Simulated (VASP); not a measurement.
Band structure of ZnS (space group R3m). Level of theory: modified Becke-Johnson potential (mBJ), VASP's PBE PAW potentials (set 64) (plane waves; VASP 6.6.1).

mBJ is a potential without an energy functional, so only the levels count.

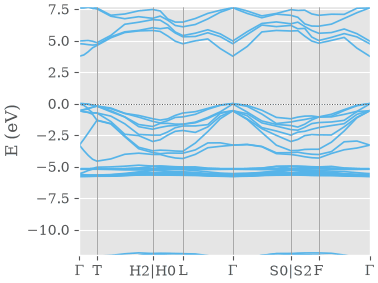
Fig. 1. Bands along high-symmetry lines, zero at the valence-band maximum or, without a gap, the Fermi level

### Question
Read the plot: is there a gap, and where are the band edges?

### Answer
The gap is direct, 3.76 eV, from the valence maximum at Γ to the conduction minimum at Γ.

The structure comes from a computed database's ZnS entry (R3m); how it stands against other phases isn't given here. It was relaxed first. The cell's shape comes from a PBE relaxation.
